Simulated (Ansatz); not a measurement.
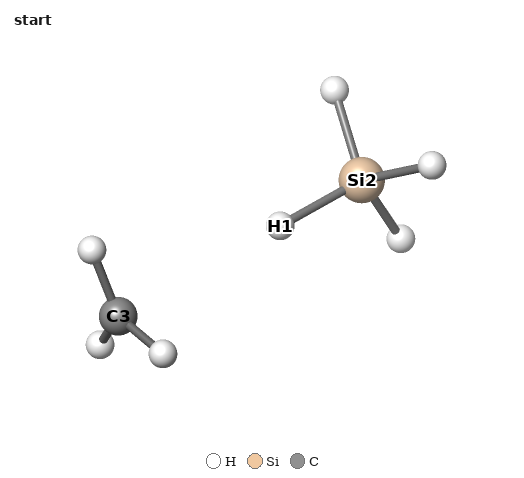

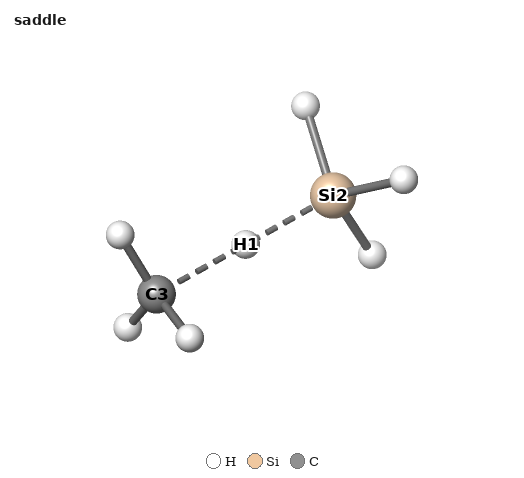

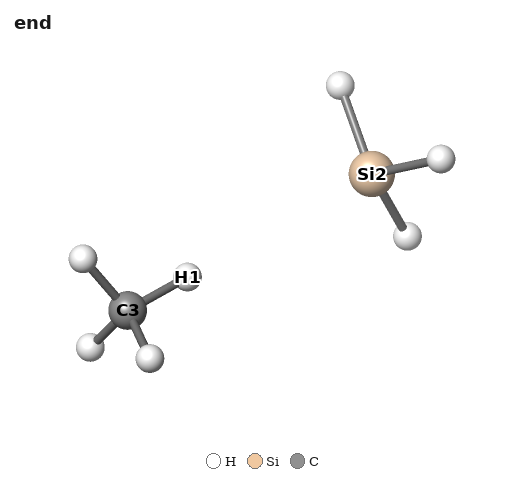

A saddle point and the two end points reached downhill from it. Broken sticks mark bonds that form or break. The species is neutral and a spin doublet. Geometries: PBE0-D4/def2-TZVP; all other levels are single points on them, and energies count from the start as drawn. Program: Ansatz 0.2.0. In CBS estimates cores are frozen, and CCSD(T) − MP2 is taken in the smaller basis.

### Which bonds form and which break from start to end?

Formed: H1–C3; broken: H1–Si2. At the saddle point H1···C3 is 1.63 Å, H1···Si2 is 1.60 Å.

Give the electronic barrier and the reaction energy from start to end in kcal/mol (no zero-point energy) with CCSD(T)/CBS (MP2 limit from def2-TZVPP and def2-QZVPP plus CCSD(T) − MP2); SPW92 (LDA)/def2-TZVPP.

| level | barrier | reaction energy |
| --- | --- | --- |
| CCSD(T)/CBS (MP2 limit from def2-TZVPP and def2-QZVPP plus CCSD(T) − MP2) | 8.8 | −15.7 |
| SPW92 (LDA)/def2-TZVPP | −4.5 | −22.5 |

Where the saddle lies below an end point, that level has no barrier at this geometry, which was found with another level.
